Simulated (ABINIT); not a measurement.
**A GW chain in ABINIT: SiC (F-43m)**

How does a plane-wave GW calculation on SiC (F-43m) run from the first input to the gap?

Program: ABINIT 10.8.3. Level of theory: PBE and many-body steps on it, plane waves. Results are calculated unless marked as measured.

**What was measured.**

- Gap 2.39 eV: band gap at cryogenic temperature; bulk crystal (literature value) (quoted in “Silicon carbide diodes for neutron detection”, 2020, arxiv:2009.14696).

- Gap 2.4 eV: Tauc optical (indirect) gap of annealed polycrystalline 3C-SiC; UV-VIS spectroscopic ellipsometry, Tauc analysis; film (CVD ultrathin polycrystalline film, annealed, about 5 nm grains) (“On-Demand CMOS-Compatible Fabrication of Ultrathin Self-Aligned SiC Nanowire Arrays”, 2018, pmc:6267454).

### Step 1. Set-up

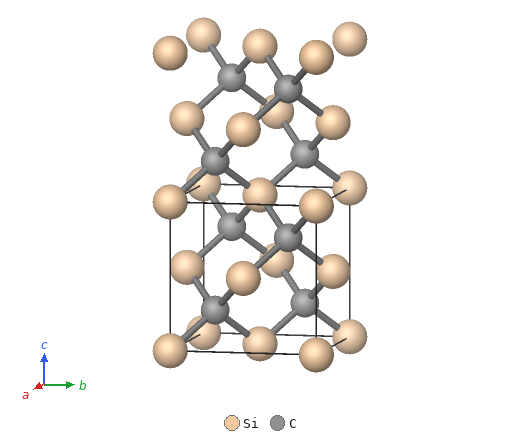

The cell as given, slightly off an axis (silicon light orange, carbon grey). 1×1×2 cells are drawn. This picture shows the conventional cell, with its axes. Bonds to atoms that aren't drawn are left out. Some periodic images of atoms are drawn too.

The cell and positions come from the Crystallography Open Database and are kept as given unless a step says otherwise.

### Step 2. Ground state

This step: ABINIT 10.8.3; DFT, PBE, plane waves, norm-conserving pseudopotentials.

The ground-state density comes first.

Input file run.abi:

```
acell 3*1.0 Angstrom
rprim 
  -0.000000000000 2.179000000000 2.179000000000
  2.179000000000 -0.000000000000 2.179000000000
  2.179000000000 2.179000000000 -0.000000000000
ntypat 2
znucl 14 6
natom 2
typat 1 2
xred 
  0.000000000000 0.000000000000 0.000000000000
  0.250000000000 0.250000000000 0.250000000000
pp_dirpath "pseudos"
pseudos "Si.upf, C.upf"
ecut 37
ngkpt 8 8 8
nshiftk 1
shiftk 0 0 0
kptopt 1
chksymbreak 0
nband 9
occopt 1
tolvrs 1e-10
nstep 60
prtwf 0
optforces 0
optstress 0
indata_prefix "in"
outdata_prefix "out"
tmpdata_prefix "tmp"
```

Launch:

```
OMP_NUM_THREADS=1 mpirun -n 4 abinit run.abi > log
```

Numbers of over 12 decimals in the logs are rounded to 6 here.

The program printed:

```text
.Version 10.8.3 of ABINIT. v10.8.2 released Aug 2026.

 Symmetries : space group F-4 3 m (#216); Bravais cF (face-center cubic)
================================================================================
 Values of the parameters that define the memory need of the present run
     intxc =       0    ionmov =       0      iscf =       7    lmnmax =       6
     lnmax =       6     mgfft =      32  mpssoang =       3    mqgrid =    3001
     natom =       2  nloc_mem =       1    nspden =       1   nspinor =       1
    nsppol =       1      nsym =      24    n1xccc =    2501    ntypat =       2
    occopt =       1   xclevel =       2
-    mband =           9        mffmem =           1         mkmem =           8
       mpw =        1514          nfft =       32768          nkpt =          29
================================================================================
  Rough estimation (10% accuracy) of disk space for files :
================================================================================

--------------------------------------------------------------------------------
------------- Echo of variables that govern the present computation ------------
--------------------------------------------------------------------------------
 -outvars: echo values of preprocessed input variables --------
            acell      1.8897261259E+00  1.8897261259E+00  1.8897261259E+00 Bohr

      chksymbreak           0
             ecut      3.70000000E+01 Hartree
-          fftalg         312

              ixc     -101130
              kpt      0.00000000E+00  0.00000000E+00  0.00000000E+00
                       1.25000000E-01  0.00000000E+00  0.00000000E+00
                       2.50000000E-01  0.00000000E+00  0.00000000E+00
                       3.75000000E-01  0.00000000E+00  0.00000000E+00
                       5.00000000E-01  0.00000000E+00  0.00000000E+00
                       1.25000000E-01  1.25000000E-01  0.00000000E+00
                       2.50000000E-01  1.25000000E-01  0.00000000E+00
                       3.75000000E-01  1.25000000E-01  0.00000000E+00
                       5.00000000E-01  1.25000000E-01  0.00000000E+00
   [... 18 further rows ...]
                      -3.75000000E-01  5.00000000E-01  1.25000000E-01
                      -2.50000000E-01  5.00000000E-01  2.50000000E-01
         kptrlatt        8    0    0      0    8    0      0    0    8
          kptrlen      4.65866071E+01
P           mkmem           8
            natom           2
            nband           9
            ngfft          32      32      32
             nkpt          29
            nstep          60
             nsym          24
           ntypat           2
              occ      2.000000  2.000000  2.000000  2.000000  0.000000  0.000000
[...]
optforces           0
        optstress           0
            prtwf           0
            rprim     -0.0000000000E+00  2.1790000000E+00  2.1790000000E+00
[...]
spgroup         216

           tolvrs      1.00000000E-10

             xred      0.0000000000E+00  0.0000000000E+00  0.0000000000E+00
[...]
znucl       14.00000    6.00000

================================================================================

 chkinp: Checking input parameters for consistency.

================================================================================
== DATASET  1 ==================================================================
-   mpi_nproc: 4, omp_nthreads: 1 (-1 if OMP is not activated)

--- !DatasetInfo
iteration_state: {dtset: 1, }
dimensions: {natom: 2, nkpt: 29, mband: 9, nsppol: 1, nspinor: 1, nspden: 1, mpw: 1514, }
cutoff_energies: {ecut:  37.0, pawecutdg:  -1.0, }
electrons: {nelect:   8.00000000E+00, charge:   0.00000000E+00, occopt:   1.00000000E+00, tsmear:   1.00000000E-02, }

 Real(R)+Recip(G) space primitive vectors, cartesian coordinates (Bohr,Bohr^-1):
 R(1)=  0.0000000  4.1177132  4.1177132  G(1)= -0.1214266  0.1214266  0.1214266
 R(2)=  4.1177132  0.0000000  4.1177132  G(2)=  0.1214266 -0.1214266  0.1214266
 R(3)=  4.1177132  4.1177132  0.0000000  G(3)=  0.1214266  0.1214266 -0.1214266
 Unit cell volume ucvol=  1.3963629E+02 bohr^3
 Angles (23,13,12)=  6.00000000E+01  6.00000000E+01  6.00000000E+01 degrees

 getcut: wavevector=  0.0000  0.0000  0.0000  ngfft=  32  32  32
         ecut(hartree)=     37.000   => boxcut(ratio)=   2.00684

--- Pseudopotential description ------------------------------------------------
- Si Generated using ONCVPSP code by D. R. Hamann
- 14.00000   4.00000  171031                  znucl, zion, pspdat
12 -101130 2 -1 1510                          pspcod,pspxc,lmax,lloc,mmax
     nproj     2     2     2
  pspatm : epsatm=    9.34321561
         --- l  ekb(1:nproj) -->
[...]
pspatm: atomic psp has been read  and splines computed

- C Generated using ONCVPSP code by D. R. Hamann
-  6.00000   4.00000  171031                  znucl, zion, pspdat
12 -101130 1 -1 1248                          pspcod,pspxc,lmax,lloc,mmax
     nproj     2     2     0
  pspatm : epsatm=    4.31346680
         --- l  ekb(1:nproj) -->
[...]
1   -4.199961   -0.877517
 pspatm: atomic psp has been read  and splines computed

   1.09253459E+02                                ecore*ucvol(ha*bohr**3)
--------------------------------------------------------------------------------

_setup2: Arith. and geom. avg. npw (full set) are    1500.803    1500.779

================================================================================

--- !BeginCycle
iteration_state: {dtset: 1, }
solver: {iscf: 7, nstep: 60, nline: 4, wfoptalg: 0, }
tolerances: {tolvrs: 1.00E-10, }

     iter   Etot(hartree)      deltaE(h)  residm     vres2
 ETOT  1  -10.168909568532    -1.017E+01 1.492E-01 3.560E+02
 ETOT  2  -10.231491617092    -6.258E-02 4.611E-03 1.493E+02
 ETOT  3  -10.269767516249    -3.828E-02 1.428E-01 1.358E-01
 ETOT  4  -10.269786963279    -1.945E-05 4.462E-02 3.686E-03
 ETOT  5  -10.269787210627    -2.473E-07 7.191E-05 1.612E-04
 ETOT  6  -10.269787226935    -1.631E-08 1.202E-03 9.974E-07
 ETOT  7  -10.269787227057    -1.217E-10 5.882E-03 9.720E-09
 ETOT  8  -10.269787227058    -9.184E-13 2.099E-03 2.203E-10
 ETOT  9  -10.269787227058    -6.217E-14 3.861E-03 3.480E-12

 At SCF step    9       vres2   =  3.48E-12 < tolvrs=  1.00E-10 =>converged.

--- !ResultsGS
iteration_state: {dtset: 1, }
comment   : Summary of ground state results
lattice_vectors:
- [ -0.0000000,   4.1177132,   4.1177132, ]
- [  4.1177132,  -0.0000000,   4.1177132, ]
- [  4.1177132,   4.1177132,  -0.0000000, ]
lattice_lengths: [   5.82333,    5.82333,    5.82333, ]
lattice_angles: [ 60.000,  60.000,  60.000, ] # degrees, (23, 13, 12)
lattice_volume:   1.3963629E+02
convergence: {deltae: -6.217E-14, res2:  3.480E-12, residm:  3.861E-03, diffor:  0.000E+00, }
etotal    :  -1.02697872E+01
entropy   :   0.00000000E+00
fermie    :   2.51183540E-01
cartesian_stress_tensor: null
pressure_GPa: null
xred      :
- [  0.0000E+00,   0.0000E+00,   0.0000E+00, Si]
- [  2.5000E-01,   2.5000E-01,   2.5000E-01,  C]
cartesian_forces: null
force_length_stats: {min: null, max: null, mean: null, }

 Integrated electronic density in atomic spheres:
 ------------------------------------------------
 Atom  Sphere_radius  Integrated_density
    1        2.00000          1.92719290
    2        2.00000          4.23371404
================================================================================

 ----iterations are completed or convergence reached----

 Mean square residual over all n,k,spin=   14.795E-06; max=  38.608E-04
 reduced coordinates (array xred) for    2 atoms
       0.000000000000      0.000000000000      0.000000000000
       0.250000000000      0.250000000000      0.250000000000
 rms dE/dt=  0.0000E+00; max dE/dt=  0.0000E+00; dE/dt below (all hartree)
    1       0.000000000000      0.000000000000      0.000000000000
    2       0.000000000000      0.000000000000      0.000000000000

 cartesian coordinates (angstrom) at end:
    1      0.000000     0.000000     0.000000
    2      1.089500     1.089500     1.089500
 length scales=  1.889726125908  1.889726125908  1.889726125908 bohr
              =  1.000000000000  1.000000000000  1.000000000000 angstroms
 prteigrs : about to open file out_EIG
 Fermi (or HOMO) energy (hartree) =   0.25118   Average Vxc (hartree)=  -0.41495
 Eigenvalues (hartree) for nkpt=  29  k points:
 kpt#   1, nband=  9, wtk=  0.00195, kpt=  0.0000  0.0000  0.0000 (reduced coord)
  -0.31511    0.25118    0.25118    0.25118    0.47989    0.51987    0.51987    0.51987
   0.78510
 prteigrs : prtvol=0 or 1, do not print more k-points.

--- !EnergyTerms
iteration_state     : {dtset: 1, }
comment             : Components of total free energy in Hartree
kinetic             :  5.89032805913901E+00
hartree             :  1.16700143504615E+00
xc                  : -3.77898474893224E+00
Ewald energy        : -1.04656108775139E+01
psp_core            :  7.82414532507906E-01
local_psp           : -4.12559242220303E+00
non_local_psp       :  2.60656794897942E-01
total_energy        : -1.02697872270581E+01
total_energy_eV     : -2.79455146899521E+02
band_energy         :  2.75566795094544E-01

== END DATASET(S) ==============================================================
================================================================================

 -outvars: echo values of variables after computation  --------
           etotal     -1.0269787227E+01
            nband           9
             nkpt          29
          spgroup         216
 [... the other variables as echoed above ...]

 Calculation completed.
```

It took 4.2 s on 4 MPI ranks of Arm Neoverse V1, shared host; peak memory 0.28 GiB; 16 s of CPU time.

Numbers from this step:

| Quantity | Value |
| --- | --- |
| total energy | -279.4551 eV |
| gap | 1.361 eV |
| k of the valence top | 0, 0, 0 |
| k of the conduction bottom | 0.5, 0.5, 0 |
| least direct gap | 4.553 eV |

The gap is indirect, with the least direct gap 3.19 eV higher.

[end of part 1 of 3]

[Paths, hosts, dates, memory and timing lines, banners, echoed tables and standing remarks are left out of the program output.]

[Logs are printed without paths, hosts, clocks, repeated set-up lines and the standing remarks that a program may print on its own settings, such as how far it seeks lower states.]

[Runs of the session that timed out or met a known fault of the program may be left out.]

[Hosts, paths, dates, database ids (printed as entryN), source tags and the programs' standing remarks are cut or masked in the printed files.]

[G0W0 gaps are taken among the corrected bands and points alone; a level outside them can change the order at an edge.]

[Where Ansatz stands beside ABINIT at settings called matched, ABINIT's density can come from a denser mesh and the files from another edition; pairs whose starting gaps differed by over 0.03 eV were left out, so agreement reads better than it is.]
